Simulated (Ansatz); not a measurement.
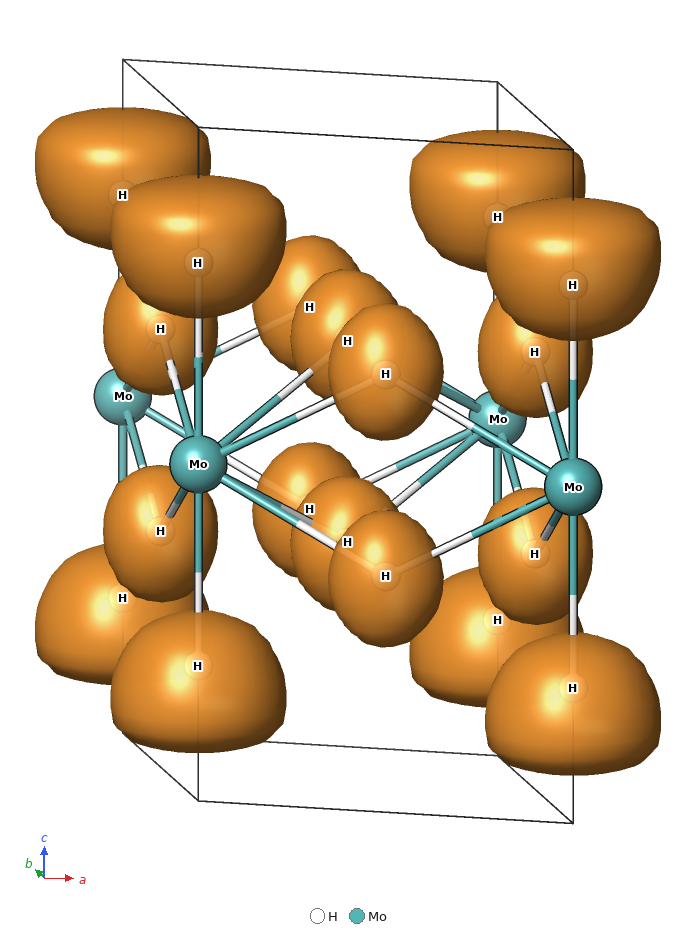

*MoH$_{8}$. Isosurface of the electron localisation function at 0.8 (orange), seen slightly off an axis. Core shells and regions of very low density are left out. Sticks mark near contacts.*

Space group P6/mmm; a structure generated by program, which may or may not match a known phase; computed without spin polarisation.

All numbers below come from Ansatz, DFT PBE, scalar-relativistic, plane waves, PAW.

**Identify the bonds, lone pairs and shells in this picture.**

The ELF exceeds this value in eight regions around hydrogen nuclei, counted in one cell of 9 atoms. Any copies at cell faces, edges or corners count once. Profiles from the grid: Mo–H (1.76 Å): the ELF climbs to about 1 towards the hydrogen. Mo–H (1.92 Å): the ELF climbs to about 1 towards the hydrogen.
